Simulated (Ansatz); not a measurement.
What Se → Ir does to HgSe

Base system: HgSe in the zinc blende structure (space group F-43m, No. 216; a = 6.260 Å).

The change: Ir takes the place of Se on all its sites; the structure is relaxed again.

All numbers come from plane-wave PAW DFT at the PBE level (Ansatz, a quantum-chemistry and plane-wave program, 420 eV), spin-orbit coupling left out. k-mesh 13×13×13 (Γ-centred); smearing 0.05 eV (Fermi–Dirac).

The volume per atom decreases by 2.846 Å³ to 27.82 Å³ and the density rises by 4.15 g/cm³ to 11.72 g/cm³. The lattice parameter a drops by 0.200 Å to 6.060 Å and the space group is still F-43m (No. 216). The shortest interatomic distance shrinks by 0.087 Å to 2.624 Å and the band gap stays zero.

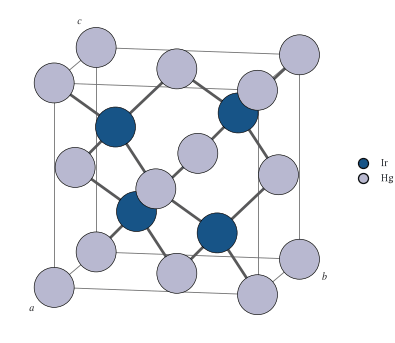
Figure. The relaxed conventional cell after the change

Spin-orbit coupling, missing from the scalar runs, can matter with Hg. Stability against distortions was not tested. As relaxed here, HgIr is a hypothetical phase, not in the database extracts checked. All final runs are without spin polarisation. An odd electron count without spin: HgIr. HgIr has a high density of states at the Fermi level and may be magnetic at this level. A zero or small gap of HgSe can be the functional's error rather than a property of the material.
